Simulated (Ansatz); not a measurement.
**PBE-QIDH/6-31G(d) (spherical functions) run of BSiH4O2F (SMILES OB(F)O[SiH3])**

What is the energy change on altering one bond length of BSiH4O2F at PBE-QIDH/6-31G* (spherical functions)? 

The calculation is run with Ansatz 0.2.0.

129 further runs of the same task are left out: 1 that didn't finish, 128 set aside as unsound or not needed.

### Step 1. The molecule

The species is BSiH4O2F (9 atoms), meant as a singlet with charge 0. SMILES: `OB(F)O[SiH3]`. The coordinates come from a PBE0-D4/def2-TZVP relaxation. This is one conformer, not always the lowest.

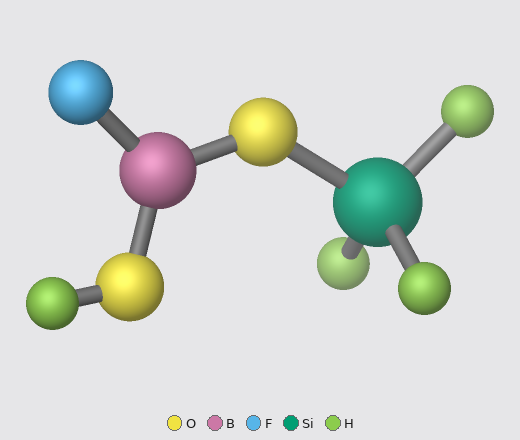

The structure, seen from a chosen angle (oxygen yellow, boron pink, fluorine blue, silicon teal, hydrogen green).

### Step 2. A single-point energy at PBE-QIDH/6-31G(d) (spherical functions)

input.yaml reads:

```yaml
crystal:
  periodic: [false, false, false]
  atoms:
    - {symbol: O, position_ang: [-1.614100, 0.556700, 0.394000]}
    - {symbol: B, position_ang: [-0.395400, 1.157100, 0.352700]}
    - {symbol: F, position_ang: [-0.277300, 2.450800, 0.657900]}
    - {symbol: O, position_ang: [0.708900, 0.466900, 0.006200]}
    - {symbol: Si, position_ang: [0.934200, -1.114900, -0.425000]}
    - {symbol: H, position_ang: [-2.322500, 1.149900, 0.654100]}
    - {symbol: H, position_ang: [2.381900, -1.273900, -0.690900]}
    - {symbol: H, position_ang: [0.154500, -1.427600, -1.647800]}
    - {symbol: H, position_ang: [0.518200, -2.011000, 0.681800]}
basis:
  gaussian:
    orbitals: 6-31G_st_-spherical.json
hamiltonian:
  xc: {name: PBE-QIDH}
correlation:
  frozen_orbitals: {B: 1, F: 1, H: 0, O: 1, Si: 5}
accuracy: high
output:
  orbitals: {seedname: orbitals}
```

The basis set 6-31G* is read from a file made from the Basis Set Exchange's data (not shown).

Command:

```bash
$ ansatz run input.yaml --threads 1 --pin off --max-ram 3480MiB --events-out events.jsonl --progress --plain --runs-dir runs
```

The log of the run:

```text
Warning: RAYON_NUM_THREADS=1 ignored (pool sized by the plan → 1); use --threads N
Functional definition: PBE-QIDH
  name "PBE-QIDH"
  parameter a = 3^(-1/3)
  parameter c = 1/3
  exchange = (1 - a)*pbe_x + a*exact_x
  correlation = (1 - c)*pbe_c + c*(mp2_os + mp2_ss)
1877 factors; integrals over basis functions are off by at most 3.6e-9 eV
mean field evaluation 1: about -15406.8341 eV, gradient 4.7e1 eV
mean field evaluation 2: about -15406.9040 eV, gradient 4.7e1 eV
mean field evaluation 4: about -15410.7229 eV, gradient 2.5e0 eV
mean field evaluation 8: about -15410.7431 eV, gradient 3.3e-2 eV
mean field evaluation 16: about -15410.7431 eV, gradient 6.2e-6 eV
mean field -15410.74312856 eV, -566.3343641979 hartree, gradient 4.1e-8 eV, S^2 0.000000; 0 other end points of the search recorded, 0 dependent functions left out
9 core orbitals not correlated: weight in the atoms' cores, before any rotation towards them, 1.000 or more for the frozen orbitals, at most 0.000 for the correlated occupied ones
reference -15410.74312952 eV, -566.3343642331 hartree; 15, 15 occupied and 58, 58 virtual orbitals, 1877 factors
second order -20.49681746 eV of doubles, -0.00000000 eV of singles
Total energy: -15417.57540201 eV, -566.5854456160 hartree
```

Run time: 6 s. Hardware: 1 thread of Intel Xeon 6975P-C (Granite Rapids), shared host; peak memory 0.29 GiB.

### Step 3. The distorted shape at the same level

molecule.yaml reads:

```yaml
crystal:
  periodic: [false, false, false]
  atoms:
    - {symbol: O, position_ang: [-1.224272, 0.713041, 1.005366]}
    - {symbol: B, position_ang: [-0.005572, 1.313441, 0.964066]}
    - {symbol: F, position_ang: [0.112528, 2.607141, 1.269266]}
    - {symbol: O, position_ang: [1.098728, 0.623241, 0.617566]}
    - {symbol: Si, position_ang: [1.324028, -0.958559, 0.186366]}
    - {symbol: H, position_ang: [-1.932672, 1.306241, 1.265466]}
    - {symbol: H, position_ang: [2.771728, -1.117559, -0.079534]}
    - {symbol: H, position_ang: [0.154500, -1.427600, -1.647800]}
    - {symbol: H, position_ang: [0.908028, -1.854659, 1.293166]}
basis:
  gaussian:
    orbitals: 6-31G_st_-spherical.json
correlation:
  frozen_orbitals: {B: 1, F: 1, H: 0, O: 1, Si: 5}
output: {orbitals: {seedname: orbitals}}
hamiltonian:
  xc: {name: PBE-QIDH}
accuracy: high
```

The basis set 6-31G* is read from a file made from the Basis Set Exchange's data (not shown).

Command:

```bash
$ ansatz run molecule.yaml --threads 1 --pin off --max-ram 3480MiB --events-out events.jsonl --progress --plain --runs-dir runs
```

The log of the run, shortened:

```text
Warning: RAYON_NUM_THREADS=1 ignored (pool sized by the plan → 1); use --threads N
[... 2 set-up lines as earlier in the session ...]
[...]
1874 factors; integrals over basis functions are off by at most 3.6e-9 eV
[...]
mean field -15408.49433859 eV, -566.2517226905 hartree, gradient 8.2e-8 eV, S^2 0.000000; 0 other end points of the search recorded, 0 dependent functions left out
9 core orbitals not correlated: weight in the atoms' cores, before any rotation towards them, 1.000 or more for the frozen orbitals, at most 0.000 for the correlated occupied ones
reference -15408.49433958 eV, -566.2517227270 hartree; 15, 15 occupied and 58, 58 virtual orbitals, 1874 factors
second order -20.81942891 eV of doubles, -0.00000000 eV of singles
Total energy: -15415.43414922 eV, -566.5067560271 hartree
```

Wall time 6.3 s (1 thread of Intel Xeon 6975P-C (Granite Rapids), shared host); peak memory 0.29 GiB.

### Step 4. What came out

At PBE-QIDH/6-31G* (spherical functions), 9 core orbitals frozen:

| quantity | value |
| --- | --- |
| first shape: total energy | -566.58545 Eh |
| first shape: HOMO energy (SCF part's orbitals) | -11.45 eV |
| first shape: LUMO energy (SCF part's orbitals) | 2.28 eV |
| first shape: HOMO–LUMO gap (SCF part's orbitals) | 13.73 eV |
| distorted shape: total energy | -566.50676 Eh |
| distorted shape: HOMO energy (SCF part's orbitals) | -9.48 eV |
| distorted shape: LUMO energy (SCF part's orbitals) | 0.93 eV |
| distorted shape: HOMO–LUMO gap (SCF part's orbitals) | 10.41 eV |
| energy change with the Si5–H8 bond stretched from 1.484 to 2.225 Å | 2.141 eV |

What this shows: With the Si5–H8 bond stretched from 1.484 to 2.225 Å the energy rises by 2.14 eV (207 kJ/mol). The first shape isn't relaxed at this level, so the change isn't measured from a minimum.
